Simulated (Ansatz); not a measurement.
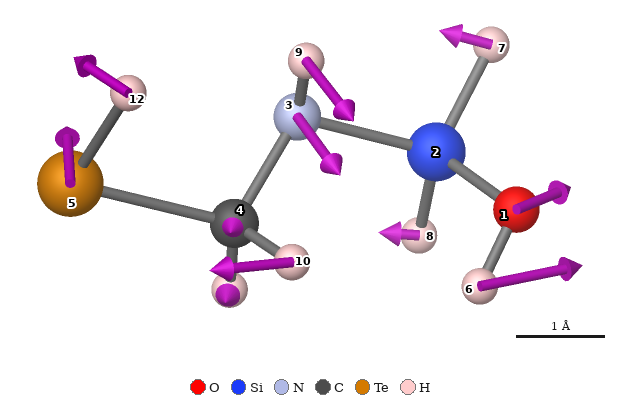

A relaxation of CH7NOSiTe. The starting structure is drawn; purple arrows show the displacements, at their true length. The two geometries are superimposed by the best rigid fit.

The picture is a ball-and-stick view, seen at a tilt.

The run prepares an end point of a later path (torsion) calculation, from a guessed geometry.

The calculation used RKS revPBE/def2-SVP (Ansatz 0.2.0).

Input file:
```yaml
crystal:
  periodic: [false, false, false]
  atoms:
    - { symbol: O, position_ang: [-2.4946, 1.216, 0.0915] }
    - { symbol: Si, position_ang: [-1.483, -0.0716, 0.2921] }
    - { symbol: "N", position_ang: [0.1898, 0.5045, 0.1818] }
    - { symbol: C, position_ang: [0.49034, 1.15954, -1.16094] }
    - { symbol: Te, position_ang: [2.4558, 1.79647, -1.31346] }
    - { symbol: H, position_ang: [-2.3806, 1.5805, -0.8501] }
    - { symbol: H, position_ang: [-1.6925, -0.6744, 1.6143] }
    - { symbol: H, position_ang: [-1.6882, -1.0508, -0.7647] }
    - { symbol: H, position_ang: [0.35934, 1.2059, 0.88233] }
    - { symbol: H, position_ang: [-0.23192, 1.99558, -1.28351] }
    - { symbol: H, position_ang: [0.23085, 0.37489, -1.96454] }
    - { symbol: H, position_ang: [2.25727, 2.8826, -0.0129] }
basis:
  gaussian: { orbitals: def2-SVP }
hamiltonian:
  xc: revpbe
relax:
  f_tol: 0.015
  max_steps: 40
```

Command:
```bash
ansatz run input.yaml --threads 2 --pin off --max-ram 3072MiB --backend cpu --events-out ev --progress --plain --runs-dir out
```

What did the optimiser do to the structure, and how much energy did it gain?

Over 31 accepted moves (32 points after the start) the energy falls by 17.5 kcal/mol. The largest force component goes from 2.6 to 0.014 eV/Å. The line search rejected the trial step at point 12 of the run. The largest move after the best rigid fit is that of H6, 1.39 Å. Largest moves by element: H 1.39 Å, Te 1.16 Å, N 1.16 Å, O 1.03 Å, C 0.30 Å, Si 0.10 Å. Among the contacts that change: C4–Te5 2.072 → 2.297 Å, N3–C4 1.524 → 1.423 Å, Si2–H8 1.455 → 1.506 Å, C4–H11 1.153 → 1.107 Å. Among the angles between lasting bonds that change: Si2–N3–C4 112.4° → 126.7°, Te5–C4–H11 111.8° → 101.4°, Te5–C4–H10 112.2° → 102.7°. The run took 110 s on 2 threads of Arm Neoverse V1, on a shared host, peak memory 0.18 GiB.
